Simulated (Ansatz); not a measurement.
## SiH$_{5}$O: geometry relaxation

SiH$_{5}$O, multiplicity 2, computed with UHF/6-31G* (Ansatz 0.2.0).

It belongs to a series of runs on one base structure; here: end point A relaxed. Figures and captions count atoms from 1; the log counts them from 0 in places.

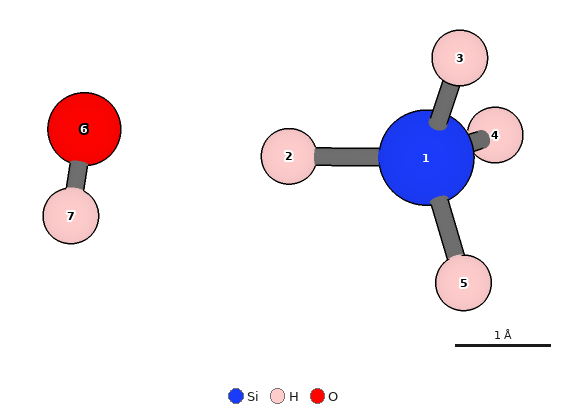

Figure 1. The structure as given in the input (ball-and-stick view, seen at a tilt; atoms are numbered from 1 in the order of the input).

### Input
```yaml
crystal:
  periodic: [false, false, false]
  atoms:
    - { symbol: Si, position_ang: [-0.002309, -0.00303, -0.104147] }
    - { symbol: H, position_ang: [-0.058215, -0.0855, 1.358782] }
    - { symbol: H, position_ang: [1.403625, 0.017341, -0.550113] }
    - { symbol: H, position_ang: [-0.683959, 1.22274, -0.561382] }
    - { symbol: H, position_ang: [-0.679417, -1.180516, -0.685013] }
    - { symbol: O, position_ang: [0.013942, 0.016001, 3.573289] }
    - { symbol: H, position_ang: [-0.506666, -0.788136, 3.597085] }
magnetization:
  spin_polarized: true
  initial_magnetization: 1
basis:
  gaussian: { orbitals: "6-31G*" }
hamiltonian:
  xc: hf
relax:
  f_tol: 0.03
  max_steps: 50
output:
  orbitals: {}
```

Launch command:
```bash
ansatz run input.yaml --threads 1 --pin off --max-ram 2048MiB --backend cpu --events-out ev --progress --plain --runs-dir out
```

### Log
```
The last accepted step is kept in [file] (removed where the run ends without a failure and the disk answers)
Engine: ansatz 0.2.0, aarch64-unknown-linux-gnu
Functional definition: HF
  exchange = exact_x
  correlation = 0
473 factors; integrals over basis functions are off by at most 7.5e-4 eV
mean field evaluation 1: about -9970.3073 eV, gradient 2.3e1 eV
mean field evaluation 2: about -9970.3374 eV, gradient 2.3e1 eV
mean field evaluation 4: about -9975.5520 eV, gradient 4.5e0 eV
mean field evaluation 8: about -9975.8338 eV, gradient 1.3e-1 eV
mean field evaluation 16: about -9975.8340 eV, gradient 5.1e-6 eV
mean field evaluation 32: about -9975.6968 eV, gradient 3.6e0 eV
mean field evaluation 64: about -9975.7633 eV, gradient 2.0e0 eV
mean field evaluation 96: about -9970.3067 eV, gradient 2.3e1 eV
mean field -9975.83404746 eV, -366.6051393809 hartree, gradient 5.1e-6 eV, S^2 0.755508; 2 other end points of the search recorded, 0 dependent functions left out
the calculation of the forces begins
reference -9975.83404746 eV, -366.6051393809 hartree; 14, 13 occupied and 30, 31 virtual orbitals, 473 factors
relax step   1: F+E_penalty+E_count = -9975.83404746 eV  Δ(F+E_penalty+E_count) = +0.000e0 eV  max|allowed force component| = 2.442e-1 eV/Å  Δτ_max = 0.0000 Å  (184 SCF iters, accepted)
these checks for a lower state are left out or cut short: starts, cluster_reference, orbital_swaps, neighbouring_geometries, increment
473 factors; integrals over basis functions are off by at most 7.6e-4 eV
mean field -9975.86455488 eV, -366.6062605080 hartree, gradient 3.8e-8 eV, S^2 0.755545; 0 other end points of the search recorded, 0 dependent functions left out
[... from here on the field's lines of each further geometry are left out, up to the last ...]
relax step   2: F+E_penalty+E_count = -9975.86455488 eV  Δ(F+E_penalty+E_count) = -3.051e-2 eV  max|allowed force component| = 8.118e-1 eV/Å  Δτ_max = 0.1950 Å  (84 SCF iters, accepted)
relax step   3: F+E_penalty+E_count = -9975.88497382 eV  Δ(F+E_penalty+E_count) = -2.042e-2 eV  max|allowed force component| = 6.917e-1 eV/Å  Δτ_max = 0.1981 Å  (86 SCF iters, accepted)
relax step   4: F+E_penalty+E_count = -9975.88897214 eV  Δ(F+E_penalty+E_count) = -3.998e-3 eV  max|allowed force component| = 6.324e-1 eV/Å  Δτ_max = 0.1015 Å  (85 SCF iters, accepted)
relax step   5: F+E_penalty+E_count = -9975.90481128 eV  Δ(F+E_penalty+E_count) = -1.584e-2 eV  max|allowed force component| = 5.625e-2 eV/Å  Δτ_max = 0.1897 Å  (115 SCF iters, accepted)
relax step   6: F+E_penalty+E_count = -9975.90521772 eV  Δ(F+E_penalty+E_count) = -4.064e-4 eV  max|allowed force component| = 3.619e-2 eV/Å  Δτ_max = 0.0196 Å  (106 SCF iters, accepted)
relax step   7: F+E_penalty+E_count = -9975.90536005 eV  Δ(F+E_penalty+E_count) = -1.423e-4 eV  max|allowed force component| = 1.295e-1 eV/Å  Δτ_max = 0.0220 Å  (112 SCF iters, accepted)
relax step   8: F+E_penalty+E_count = -9975.90643003 eV  Δ(F+E_penalty+E_count) = -1.070e-3 eV  max|allowed force component| = 1.303e-1 eV/Å  Δτ_max = 0.0298 Å  (195 SCF iters, accepted)
relax step   9: F+E_penalty+E_count = -9975.86795267 eV  Δ(F+E_penalty+E_count) = +3.848e-2 eV  max|allowed force component| = 1.577e0 eV/Å  Δτ_max = 0.1901 Å  (110 SCF iters, rejected (line search))
relax step  10: F+E_penalty+E_count = -9975.90994669 eV  Δ(F+E_penalty+E_count) = -3.517e-3 eV  max|allowed force component| = 1.629e-2 eV/Å  Δτ_max = 0.0950 Å  (112 SCF iters, accepted)
relax step  11: F+E_penalty+E_count = -9975.90930136 eV  Δ(F+E_penalty+E_count) = +6.453e-4 eV  max|allowed force component| = 4.831e-1 eV/Å  Δτ_max = 0.0975 Å  (111 SCF iters, rejected (line search))
relax step  12: F+E_penalty+E_count = -9975.91112962 eV  Δ(F+E_penalty+E_count) = -1.183e-3 eV  max|allowed force component| = 1.052e-1 eV/Å  Δτ_max = 0.0473 Å  (110 SCF iters, accepted)
relax step  13: F+E_penalty+E_count = -9975.91230797 eV  Δ(F+E_penalty+E_count) = -1.178e-3 eV  max|allowed force component| = 1.447e-1 eV/Å  Δτ_max = 0.0487 Å  (110 SCF iters, accepted)
relax step  14: F+E_penalty+E_count = -9975.91343727 eV  Δ(F+E_penalty+E_count) = -1.129e-3 eV  max|allowed force component| = 1.697e-2 eV/Å  Δτ_max = 0.0326 Å  (110 SCF iters, accepted)
relax step  15: F+E_penalty+E_count = -9975.91350885 eV  Δ(F+E_penalty+E_count) = -7.158e-5 eV  max|allowed force component| = 3.947e-1 eV/Å  Δτ_max = 0.0998 Å  (130 SCF iters, accepted)
relax step  16: F+E_penalty+E_count = -9975.91480801 eV  Δ(F+E_penalty+E_count) = -1.299e-3 eV  max|allowed force component| = 2.855e-1 eV/Å  Δτ_max = 0.0496 Å  (125 SCF iters, accepted)
the calculation of the forces begins
reference -9975.91579197 eV, -366.6081434362 hartree; 14, 13 occupied and 30, 31 virtual orbitals, 473 factors
relax step  17: F+E_penalty+E_count = -9975.91579197 eV  Δ(F+E_penalty+E_count) = -9.840e-4 eV  max|allowed force component| = 5.713e-3 eV/Å  Δτ_max = 0.0238 Å  (117 SCF iters, accepted)
473 factors; integrals over basis functions are off by at most 7.7e-4 eV
mean field evaluation 416: about -9975.9149 eV, gradient 1.6e-2 eV
mean field evaluation 448: about -9975.9153 eV, gradient 1.1e-3 eV
mean field evaluation 480: about -9975.9146 eV, gradient 5.0e-2 eV
mean field evaluation 512: about -9974.7126 eV, gradient 1.3e1 eV
```

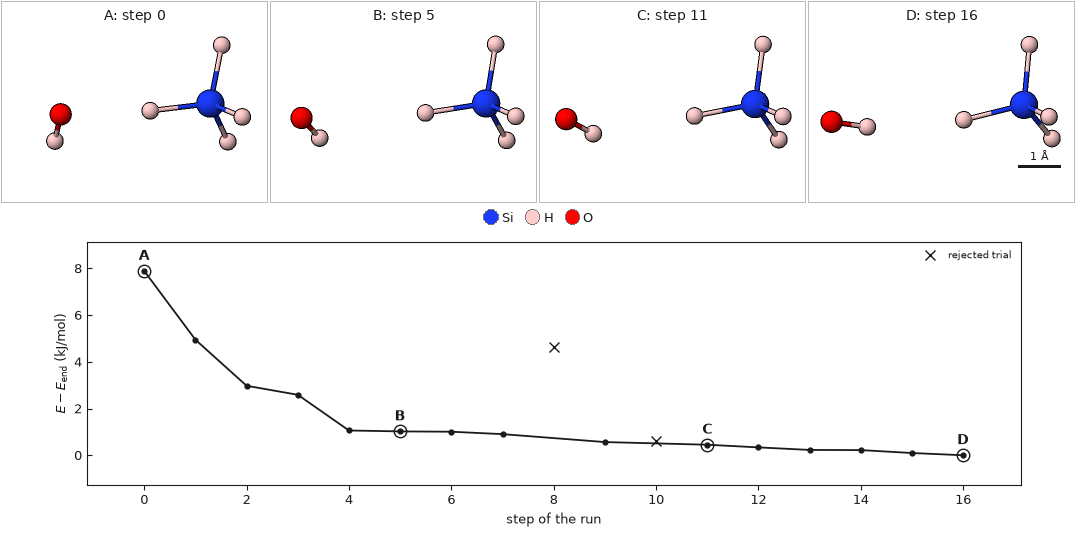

Figure 2. Frames of the relaxation (ball-and-stick view, seen at a tilt) above the curves, on which the letters mark them (the first geometry is step 0 here and step 1 in the log).

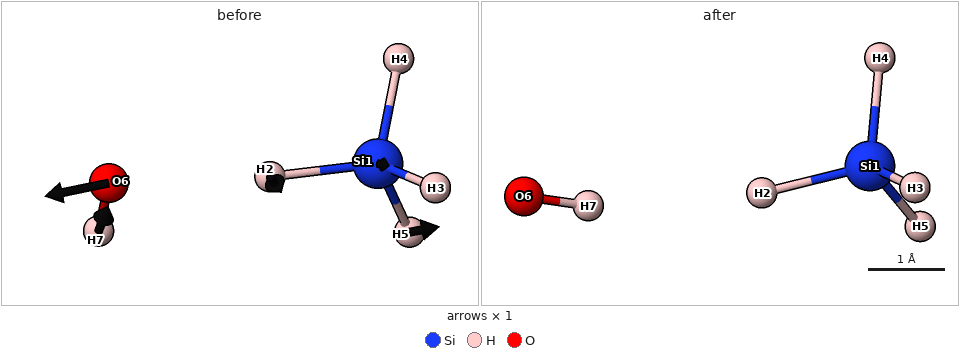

Figure 3. Before (left) and after (right) the relaxation, at one scale (ball-and-stick view, seen at a tilt). The black arrows give the displacements, at true length. O6 moves most after the best rigid fit: 0.88 Å. By element the largest moves are O 0.88 Å, H 0.50 Å, Si 0.18 Å. Among the contacts that change: Si1–H2 1.466 → 1.479 Å. Over 16 geometry steps the energy falls by 7.89 kJ/mol. The largest force component goes from 0.24 to 0.0057 eV/Å. The line search rejected the trial steps at points 8, 10 (counted from 0) and went back. (Atoms are counted from 1 in the order of the input.)

```
mean field -9975.91579197 eV, -366.6081434362 hartree, gradient 2.2e-10 eV, S^2 0.755156; 3 other end points of the search recorded, 0 dependent functions left out
the calculation of the forces begins
reference -9975.91579197 eV, -366.6081434362 hartree; 14, 13 occupied and 30, 31 virtual orbitals, 473 factors
Total energy: -9975.91579197 eV, -366.6081434362 hartree
Atom 0 at    -0.038459    -0.058054    -0.274894 Å, force    -0.000081    -0.000237    -0.005713 eV/Å
Atom 1 at    -0.248309    -0.377904     1.153972 Å, force    -0.000825    -0.001176     0.001179 eV/Å
Atom 2 at     1.408507     0.023089    -0.541803 Å, force    -0.000292    -0.000683     0.002012 eV/Å
Atom 3 at    -0.679234     1.234072    -0.577224 Å, force    -0.000428    -0.000529     0.002113 eV/Å
Atom 4 at    -0.642204    -1.122812    -1.095863 Å, force     0.000799     0.001288     0.000018 eV/Å
Atom 5 at    -0.076329    -0.128771     4.438865 Å, force    -0.000021     0.000119     0.001707 eV/Å
Atom 6 at    -0.236972    -0.370720     3.525448 Å, force     0.000848     0.001217    -0.001316 eV/Å
Dipole moment:    -0.057517    -0.086337    -0.440472 e Å
```

### Trajectory as extended XYZ (Å, eV, eV/Å), 17 frames, from step=1 to step=17
```
7
Properties=species:S:1:pos:R:3:forces:R:3 step=1 energy=-9975.83405
Si   -0.0023   -0.0030   -0.1041    0.0053   0.0071  -0.2117
H    -0.0582   -0.0855    1.3588   -0.0142  -0.0201  -0.0522
H     1.4036    0.0173   -0.5501   -0.0024  -0.0016   0.0096
H    -0.6840    1.2227   -0.5614   -0.0004  -0.0027   0.0090
H    -0.6794   -1.1805   -0.6850    0.0024   0.0041   0.0013
O     0.0139    0.0160    3.5733    0.0141   0.0204   0.2442
H    -0.5067   -0.7881    3.5971   -0.0047  -0.0072  -0.0001
7
Properties=species:S:1:pos:R:3:forces:R:3 step=2 energy=-9975.86456
Si   -0.0025   -0.0033   -0.1531   -0.0001  -0.0006  -0.0717
H    -0.0624   -0.0913    1.3113   -0.0074  -0.0106   0.0471
H     1.4080    0.0176   -0.5822   -0.0137   0.0019  -0.0262
H    -0.6859    1.2267   -0.5941    0.0086  -0.0108  -0.0273
H    -0.6810   -1.1834   -0.7246    0.0090   0.0153  -0.0372
O     0.0173    0.0203    3.7682   -0.5228  -0.8071  -0.0631
H    -0.5064   -0.7876    3.6030    0.5263   0.8118   0.1785
7
Properties=species:S:1:pos:R:3:forces:R:3 step=3 energy=-9975.88497
Si   -0.0026   -0.0033   -0.1958   -0.0008  -0.0019  -0.1265
H    -0.0642   -0.0938    1.2706   -0.0064  -0.0092   0.0622
H     1.4062    0.0190   -0.6298   -0.0013   0.0016   0.0054
H    -0.6837    1.2257   -0.6423    0.0022  -0.0004   0.0048
H    -0.6786   -1.1795   -0.7782    0.0038   0.0065  -0.0006
O     0.0051    0.0005    3.9650   -0.4466  -0.6883  -0.2444
H    -0.4951   -0.7698    3.6390    0.4491   0.6917   0.2991
7
Properties=species:S:1:pos:R:3:forces:R:3 step=4 energy=-9975.88897
Si   -0.0064   -0.0087   -0.2432   -0.0011  -0.0003   0.6324
H    -0.0911   -0.1324    1.2505    0.0170   0.0239  -0.4881
H     1.4107    0.0239   -0.6372    0.0382   0.0030  -0.0494
H    -0.6810    1.2319   -0.6552   -0.0180   0.0378  -0.0515
H    -0.6725   -1.1708   -0.8487   -0.0404  -0.0706  -0.0766
O     0.0025   -0.0068    4.0662    0.2777   0.4248   0.2517
H    -0.4752   -0.7381    3.6962   -0.2735  -0.4185  -0.2185
7
Properties=species:S:1:pos:R:3:forces:R:3 step=5 energy=-9975.90481
Si   -0.0093   -0.0128   -0.2750    0.0023   0.0028  -0.0275
H    -0.1086   -0.1581    1.1908   -0.0062  -0.0093   0.0098
H     1.4117    0.0273   -0.6662   -0.0082  -0.0013   0.0030
H    -0.6784    1.2346   -0.6876    0.0028  -0.0075   0.0027
H    -0.6690   -1.1660   -0.9175    0.0056   0.0098   0.0019
O    -0.0091   -0.0275    4.2544   -0.0333  -0.0509  -0.0216
H    -0.4504   -0.6987    3.7295    0.0368   0.0562   0.0317
7
Properties=species:S:1:pos:R:3:forces:R:3 step=6 energy=-9975.90522
Si   -0.0106   -0.0148   -0.2728    0.0040   0.0070  -0.0304
H    -0.1148   -0.1676    1.1915   -0.0070  -0.0105   0.0193
H     1.4116    0.0271   -0.6585   -0.0037  -0.0004   0.0015
H    -0.6784    1.2346   -0.6807    0.0017  -0.0039   0.0013
H    -0.6679   -1.1643   -0.9231    0.0013   0.0024  -0.0021
O    -0.0095   -0.0283    4.2571    0.0143   0.0214   0.0362
H    -0.4434   -0.6877    3.7149   -0.0107  -0.0160  -0.0258
7
Properties=species:S:1:pos:R:3:forces:R:3 step=7 energy=-9975.90536
Si   -0.0120   -0.0171   -0.2708    0.0060   0.0116  -0.0350
H    -0.1216   -0.1783    1.1918   -0.0076  -0.0115   0.0287
H     1.4114    0.0270   -0.6508    0.0001   0.0004   0.0008
H    -0.6784    1.2345   -0.6737    0.0009  -0.0010   0.0008
H    -0.6668   -1.1625   -0.9298   -0.0030  -0.0051  -0.0059
O    -0.0107   -0.0303    4.2623    0.0835   0.1266   0.1295
H    -0.4350   -0.6745    3.6994   -0.0799  -0.1211  -0.1189
7
Properties=species:S:1:pos:R:3:forces:R:3 step=8 energy=-9975.90643
Si   -0.0130   -0.0185   -0.2782    0.0064   0.0115   0.0215
H    -0.1281   -0.1881    1.1835   -0.0077  -0.0119   0.0032
H     1.4119    0.0280   -0.6522    0.0011  -0.0011  -0.0076
H    -0.6778    1.2356   -0.6760   -0.0013  -0.0002  -0.0079
H    -0.6654   -1.1603   -0.9458   -0.0035  -0.0058  -0.0173
O    -0.0126   -0.0343    4.2917    0.0773   0.1170   0.1303
H    -0.4280   -0.6635    3.7054   -0.0724  -0.1094  -0.1222
7
Properties=species:S:1:pos:R:3:forces:R:3 step=9 energy=-9975.86795 accepted=F
Si   -0.0185   -0.0267   -0.3109   -0.0026  -0.0098   0.0363
H    -0.1551   -0.2279    1.1504    0.0017   0.0019  -0.0679
H     1.4125    0.0292   -0.6632   -0.0187  -0.0058   0.0109
H    -0.6770    1.2367   -0.6916    0.0024  -0.0148   0.0101
H    -0.6614   -1.1548   -1.0132    0.0133   0.0224   0.0146
O    -0.0375   -0.0766    4.4754   -0.6777  -1.0104  -1.5769
H    -0.3759   -0.5811    3.6817    0.6816   1.0165   1.5728
7
Properties=species:S:1:pos:R:3:forces:R:3 step=10 energy=-9975.90995
Si   -0.0197   -0.0289   -0.2761    0.0075   0.0145   0.0041
H    -0.1615   -0.2405    1.1784   -0.0069  -0.0107   0.0102
H     1.4117    0.0281   -0.6218    0.0043  -0.0009  -0.0014
H    -0.6773    1.2362   -0.6491   -0.0024   0.0024  -0.0016
H    -0.6593   -1.1506   -0.9870   -0.0071  -0.0124  -0.0156
O    -0.0195   -0.0452    4.3368   -0.0060  -0.0092   0.0062
H    -0.3874   -0.6002    3.6473    0.0106   0.0163  -0.0018
7
Properties=species:S:1:pos:R:3:forces:R:3 step=11 energy=-9975.90930 accepted=F
Si   -0.0251   -0.0372   -0.2752   -0.0014  -0.0015  -0.0261
H    -0.1871   -0.2810    1.1735   -0.0018  -0.0028  -0.0011
H     1.4108    0.0270   -0.6012   -0.0008  -0.0009   0.0116
H    -0.6777    1.2356   -0.6308   -0.0002  -0.0011   0.0113
H    -0.6552   -1.1437   -1.0192    0.0005   0.0004   0.0019
O    -0.0357   -0.0697    4.3881   -0.1915  -0.2882  -0.4807
H    -0.3430   -0.5322    3.5933    0.1953   0.2941   0.4831
7
Properties=species:S:1:pos:R:3:forces:R:3 step=12 energy=-9975.91113
Si   -0.0222   -0.0327   -0.2749    0.0013   0.0036  -0.0293
H    -0.1741   -0.2604    1.1761   -0.0049  -0.0075   0.0187
H     1.4113    0.0274   -0.6115    0.0016   0.0003   0.0066
H    -0.6776    1.2359   -0.6399   -0.0002   0.0009   0.0064
H    -0.6573   -1.1472   -1.0022   -0.0021  -0.0038  -0.0057
O    -0.0270   -0.0566    4.3604   -0.0540  -0.0814  -0.1020
H    -0.3661   -0.5675    3.6205    0.0582   0.0879   0.1052
7
Properties=species:S:1:pos:R:3:forces:R:3 step=13 energy=-9975.91231
Si   -0.0249   -0.0369   -0.2775    0.0000  -0.0002  -0.0032
H    -0.1844   -0.2766    1.1721   -0.0049  -0.0077   0.0038
H     1.4113    0.0268   -0.6023   -0.0036  -0.0014   0.0003
H    -0.6782    1.2360   -0.6317    0.0006  -0.0037   0.0001
H    -0.6564   -1.1459   -1.0167    0.0041   0.0070  -0.0029
O    -0.0379   -0.0731    4.3866   -0.0610  -0.0917  -0.1429
H    -0.3426   -0.5314    3.5979    0.0648   0.0977   0.1447
7
Properties=species:S:1:pos:R:3:forces:R:3 step=14 energy=-9975.91344
Si   -0.0273   -0.0407   -0.2786    0.0067   0.0108   0.0052
H    -0.1976   -0.2972    1.1670   -0.0031  -0.0050   0.0077
H     1.4108    0.0263   -0.5923    0.0033   0.0010   0.0021
H    -0.6782    1.2357   -0.6232   -0.0011   0.0042   0.0014
H    -0.6528   -1.1401   -1.0339   -0.0092  -0.0163  -0.0170
O    -0.0426   -0.0800    4.4004   -0.0044  -0.0067   0.0006
H    -0.3253   -0.5051    3.5891    0.0079   0.0120   0.0000
7
Properties=species:S:1:pos:R:3:forces:R:3 step=15 energy=-9975.91351
Si   -0.0359   -0.0540   -0.2783    0.0045   0.0036   0.0164
H    -0.2388   -0.3620    1.1554    0.0000   0.0001  -0.0302
H     1.4099    0.0261   -0.5539   -0.0073  -0.0067   0.0041
H    -0.6772    1.2362   -0.5892   -0.0033  -0.0071   0.0040
H    -0.6435   -1.1253   -1.0889    0.0040   0.0069   0.0063
O    -0.0528   -0.0946    4.4315   -0.1015  -0.1522  -0.3947
H    -0.2747   -0.4276    3.5518    0.1035   0.1554   0.3941
7
Properties=species:S:1:pos:R:3:forces:R:3 step=16 energy=-9975.91481
Si   -0.0363   -0.0545   -0.2785   -0.0079  -0.0135  -0.0097
H    -0.2410   -0.3655    1.1530    0.0022   0.0033   0.0033
H     1.4095    0.0229   -0.5531   -0.0027   0.0047   0.0046
H    -0.6799    1.2345   -0.5883    0.0054   0.0005   0.0042
H    -0.6438   -1.1257   -1.0887    0.0019   0.0031  -0.0019
O    -0.0729   -0.1246    4.4474   -0.0559  -0.0837  -0.2855
H    -0.2485   -0.3882    3.5368    0.0570   0.0856   0.2849
7
Properties=species:S:1:pos:R:3:forces:R:3 step=17 energy=-9975.91579
Si   -0.0385   -0.0581   -0.2749   -0.0001  -0.0002  -0.0057
H    -0.2483   -0.3779    1.1540   -0.0008  -0.0012   0.0012
H     1.4085    0.0231   -0.5418   -0.0003  -0.0007   0.0020
H    -0.6792    1.2341   -0.5772   -0.0004  -0.0005   0.0021
H    -0.6422   -1.1228   -1.0959    0.0008   0.0013   0.0000
O    -0.0763   -0.1288    4.4389    0.0000   0.0001   0.0017
H    -0.2370   -0.3707    3.5254    0.0008   0.0012  -0.0013
```

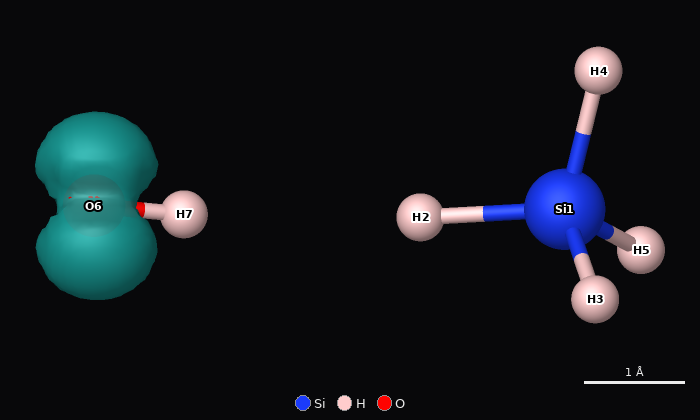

Figure 4. Isosurface of the spin density at +0.15 e/Å³ (teal), seen from the side. The unpaired spin (1 electron) lies mostly on O6 (about 1.0), in electrons by Hirshfeld's partition.

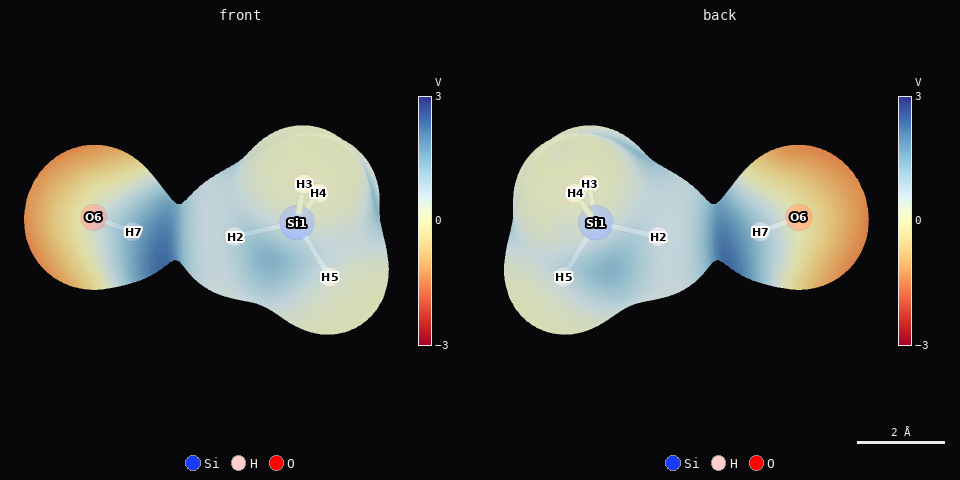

Figure 5. The molecular electrostatic potential painted on the density surface at 0.002 e/bohr³, seen face on and from behind; red is negative and blue positive. A positive charge is drawn to the negative regions and a negative charge to the positive ones.

### Summary

```tsv
quantity	value
outcome	converged
total energy	−9975.9158 eV
mean-field energy	−9975.9158 eV
⟨S²⟩	0.755
largest force (length of the vector) at the end	0.006 eV/Å
hardware	1 thread of Arm Neoverse V2, 24 GiB of memory available, shared host
wall time	11 s
peak memory	0.097 GiB
```
